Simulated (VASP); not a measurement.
Band structure of EuO (rock salt). Computed with PBE GGA with D4 dispersion, VASP's PBE PAW potentials (set 64) (plane waves; VASP).

The 4f electrons are frozen in the core of the lanthanide potential, so 4f levels, which can set the real gap, and their magnetism are missing.

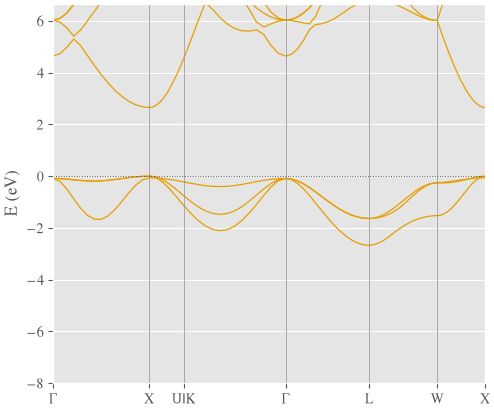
Figure. Bands along high-symmetry lines, zero at the valence-band maximum or, without a gap, the Fermi level

Task: Read the plot: is there a gap, and where are the band edges?

Result: The gap is direct, 2.65 eV, from the valence maximum at X to the conduction minimum at X. (Edges off the drawn lines would not show.)

The compound is EuO in the rock salt structure. It was relaxed first, which changed the volume by -12 %.
